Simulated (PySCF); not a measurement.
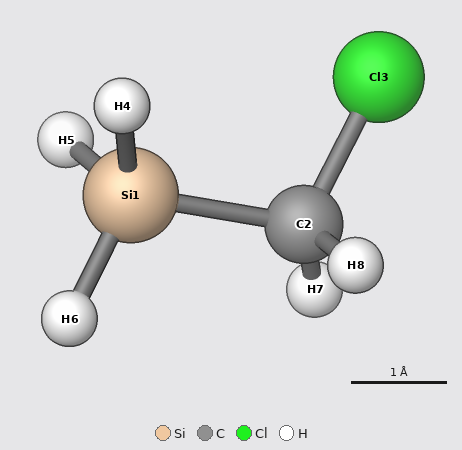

The structure as given in the input (ball-and-stick view, seen at a tilt; atoms are numbered from 1 in the order of the input). Bond lengths as drawn: C–Cl 1.79 Å, C–H 1.10 Å, C–Si 1.89 Å and H–Si 1.49 to 1.50 Å.

# Excited-state calculation, with input and output: CH5ClSi

- system: CH5ClSi, SMILES [SiH3]CCl
- method: TDDFT PBE0/aug-cc-pVDZ, vertical, gas phase, core orbitals frozen in the response (PySCF 2.14.0)

The geometry comes from this level: PBE0-D3(BJ)/def2-SVP.

## Input
```
{"job": {"kind": "uv", "xc": "PBE0", "basis": "aug-cc-pVDZ"}, "charge": 0, "multiplicity": 1}
Si    -0.026184     0.736456     0.379981
C      1.860404     0.579860     0.382917
Cl     2.585997     2.067936     1.067586
H     -0.508362     0.924846     1.778183
H     -0.423998     1.902975    -0.458979
H     -0.620189    -0.513890    -0.188044
H      2.259223     0.446384    -0.633260
H      2.196336    -0.271051     0.993283
```

The first line tells a small driver script what to run in PySCF; the rest is the geometry in Å.

Command:
```bash
OMP_NUM_THREADS=1 python <driver script> task.json out
```

## Output
```
coarse grid: 7440 points
cycle   1  E = -790.4540091299  dE = -2.391e-02  |g| = 1.685e-01  |ddm| = 5.155e+00
cycle   2  E = -790.4578005051  dE = -3.791e-03  |g| = 1.351e-01  |ddm| = 8.003e-01
cycle   3  E = -790.4633208333  dE = -5.520e-03  |g| = 2.624e-02  |ddm| = 3.343e-01
cycle   4  E = -790.4634675446  dE = -1.467e-04  |g| = 1.365e-02  |ddm| = 6.718e-02
cycle   5  E = -790.4635152825  dE = -4.774e-05  |g| = 2.222e-03  |ddm| = 2.724e-02
cycle   6  E = -790.4635167021  dE = -1.420e-06  |g| = 4.031e-04  |ddm| = 4.517e-03
final grid: 61744 points
cycle   7  E = -790.4780161328  dE = -5.711e-06  |g| = 4.442e-03  |ddm| = 5.390e-02
cycle   8  E = -790.4780122924  dE =  3.840e-06  |g| = 5.853e-03  |ddm| = 1.819e-02
cycle   9  E = -790.4780213703  dE = -9.078e-06  |g| = 5.237e-04  |ddm| = 9.856e-03
cycle  10  E = -790.4780214527  dE = -8.250e-08  |g| = 5.496e-05  |ddm| = 1.109e-03
cycle  11  E = -790.4780214536  dE = -8.763e-10  |g| = 1.760e-05  |ddm| = 1.565e-04
```

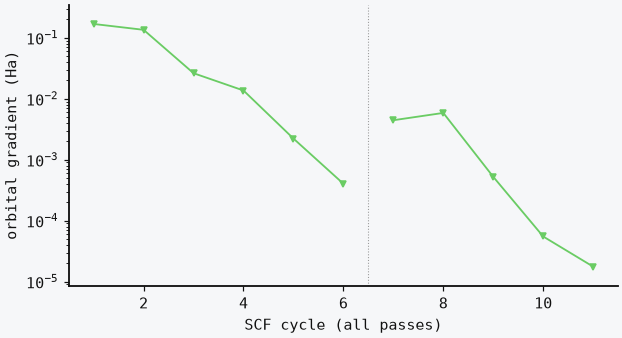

Convergence of the self-consistent field: orbital gradient against the SCF cycle. The dotted line marks the change from a coarse to the final integration grid. The first 6 cycles use a coarse grid, the final grid takes over at cycle 7, and the field converges after 11 cycles in all.

```
converged SCF energy = -790.4780214536

Static polarisability (au): isotropic 56.530, principal 49.060 52.749 67.781

Singlet excitations
state   eV       nm        f      main configurations
  1   6.5345    189.7   0.02204   H->L 0.81, H->L+1 0.11
  2   6.9487    178.4   0.00163   H-1->L 0.75, H-1->L+1 0.15
  3   7.0446    176.0   0.01765   H->L+1 0.48, H->L+2 0.33, H->L 0.17
  4   7.4588    166.2   0.01124   H-1->L+1 0.47, H-1->L+2 0.30, H-1->L 0.21
  5   7.5999    163.1   0.04141   H->L+2 0.59, H->L+1 0.36
  6   7.7937    159.1   0.00661   H->L+3 0.97
  7   8.0678    153.7   0.02927   H->L+4 0.93
  8   8.0769    153.5   0.00090   H-1->L+2 0.59, H-1->L+1 0.32
  9   8.1624    151.9   0.00183   H->L+6 0.74, H-2->L 0.12
 10   8.1671    151.8   0.02740   H->L+5 0.60, H->L+7 0.23

Triplet excitations (Tamm-Dancoff, eV): 5.8996 6.3231 6.8096 7.2969
```

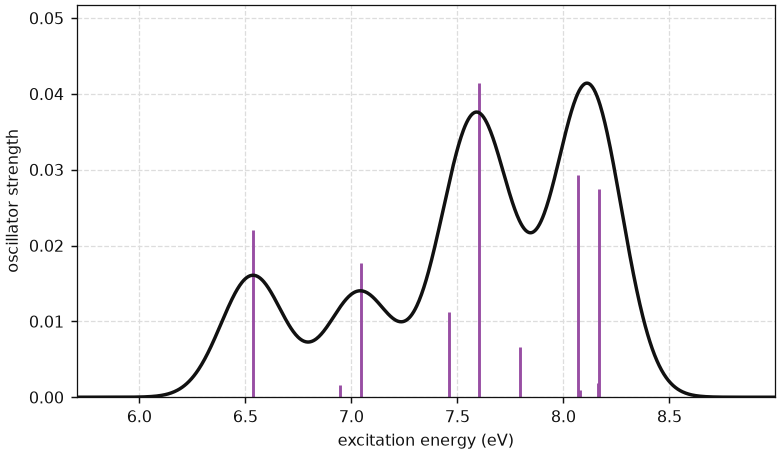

Computed excitations as sticks (degenerate states added up, dark ones marked on the axis), with a Gaussian envelope of 0.35 eV full width at half maximum, scaled to the tallest. Of the 10 states the lowest lies at 6.53 eV (f = 0.022); the strongest line is at 7.60 eV, or 163 nm (f = 0.041).

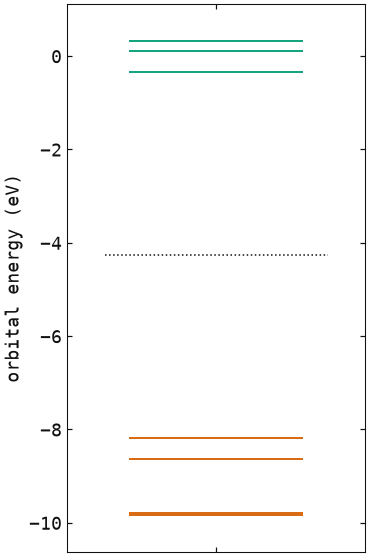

Orbital energies near the frontier; the dotted line parts filled from empty levels, and levels within 0.02 eV of each other stand side by side. Highest filled −8.18 eV, lowest empty −0.34 eV, 7.84 eV apart.

## Key numbers

- outcome: converged
- total energy: −790.478021 hartree
- HOMO: −8.18 eV
- LUMO: −0.34 eV
- dipole moment: 1.72 D
- mean polarisability: 56.53 a.u.
- lowest singlet excitation: 6.53 eV
- hardware: 1 CPU thread, shared host
- wall time: 7 s
- peak memory: 0.53 GiB
